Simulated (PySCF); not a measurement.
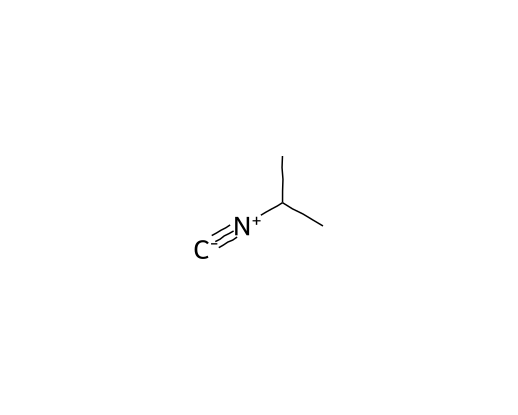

Write the SMILES.

[C-]#[N+]C(C)C

What is the molecular formula?

C4H7N.

An optimisation with PBE0-D3(BJ)/def2-SVP gave a structure of which point group?

Cs.

The parts below concern this one geometry. Atoms keep their numbers from picture to picture. The geometry was computed by an optimisation with PBE0-D3(BJ)/def2-SVP. No frequency run is at hand to confirm it as a minimum.

**Geometry**

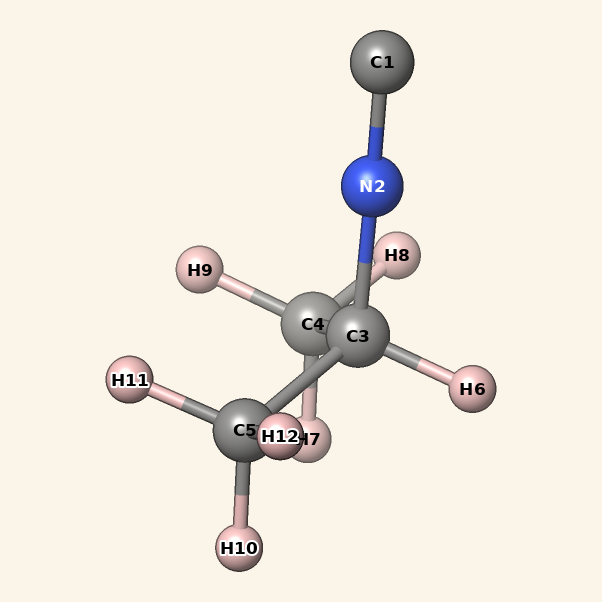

C4 lies behind C3. The molecule seen a little off the C3–C4 bond, C3 in front. Distant atoms are faded towards the background colour. No frequency run is at hand to confirm it as a minimum.

What is the torsion angle N2–C3–C4–H7? The sign is positive where the front bond must turn clockwise to cover the back bond.

177°, antiperiplanar (anti). The bonds about C3–C4 are staggered.

**Quadrupole coupling**

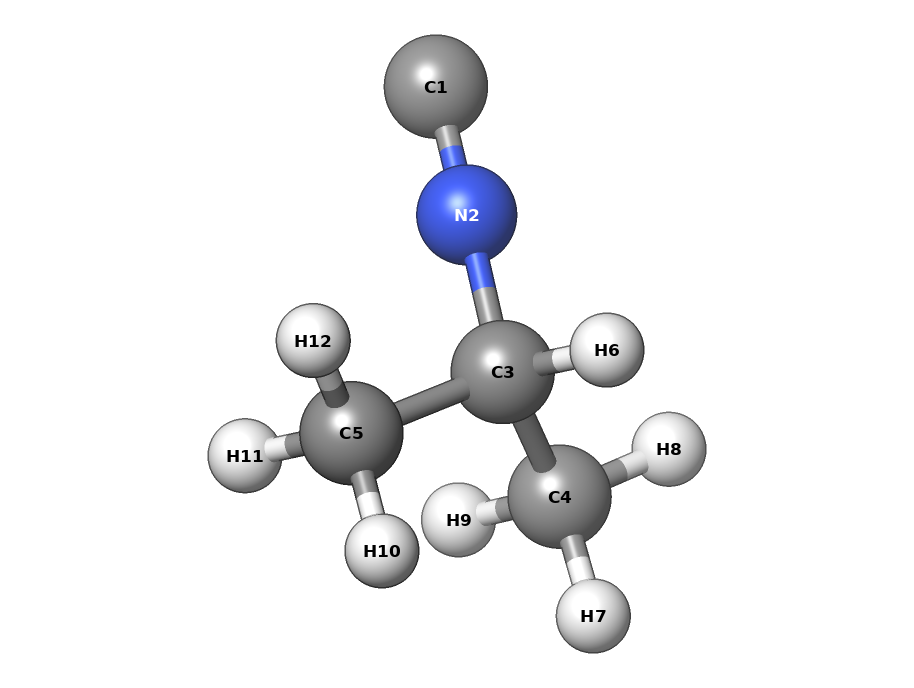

No frequency run is at hand to confirm it as a minimum. Electric field gradients from the ground-state density, PBE0/pcSseg-1 (PySCF 2.14.0), non-relativistic apart from any core potentials.

Give the largest field-gradient component, the quadrupole coupling constant and the asymmetry for 14N at N2 (Q = 20.44 mb), 2H at H6 (Q = 2.86 mb), 2H at H7 (Q = 2.86 mb).

```csv
atom,V_zz (a.u.),e²qQ/h (MHz),η
N2,0.106,0.508,0.07
H6,0.273,0.184,0.05
H7,0.292,0.196,0.04
```

**NMR shielding**

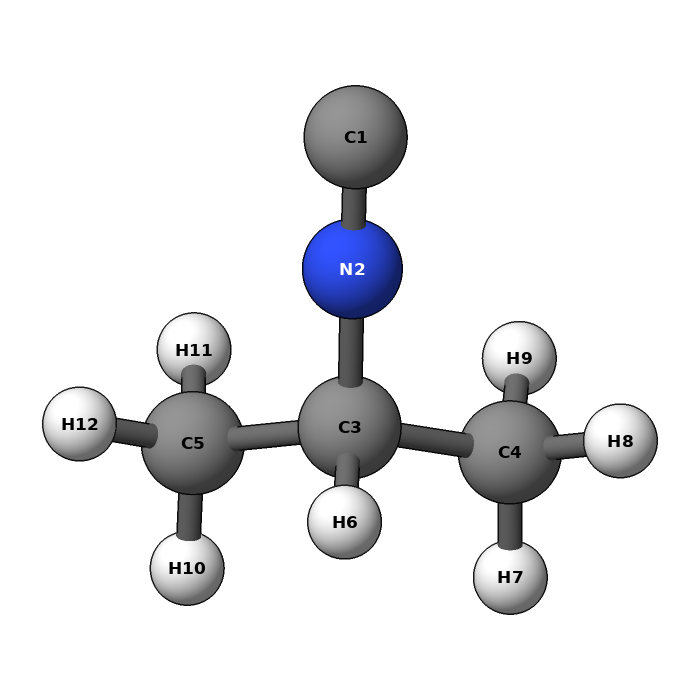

No frequency run is at hand to confirm it as a minimum. Level of theory: GIAO WP04/pcSseg-2 NMR shielding, non-relativistic, gas phase (PySCF 2.14.0). Principal shieldings σ11 ≤ σ22 ≤ σ33, span Ω = σ33 − σ11, skew κ = 3(σiso − σ22)/Ω.

Give the shielding tensors of the N atoms.

```csv
atom,σ11,σ22,σ33,σiso,Ω,κ
N2,−109.2,−98.5,358.3,50.2,467.5,0.95
```

Shieldings and span in ppm.

**Polarisability**

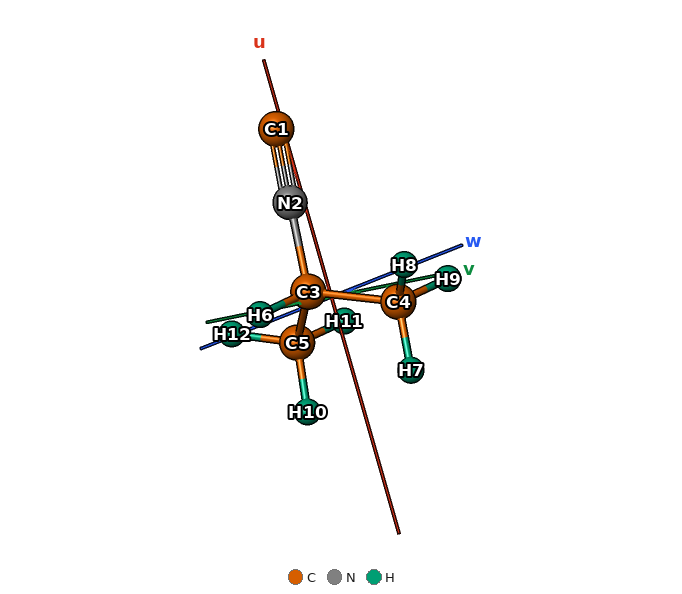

The lines u, v and w are the principal axes of the static dipole polarisability. No frequency run is at hand to confirm it as a minimum. Level of theory: ωB97X-D/def2-SVPD (PySCF 2.14.0).

Along which axis is the molecule most polarisable, and along which least?

Most along u (nearly parallel to the N2–C3 bond), least along v.

Give the three principal values.

u 64.8, v 46.1, w 51.6 bohr³; mean 54.2, anisotropy 16.7 bohr³.
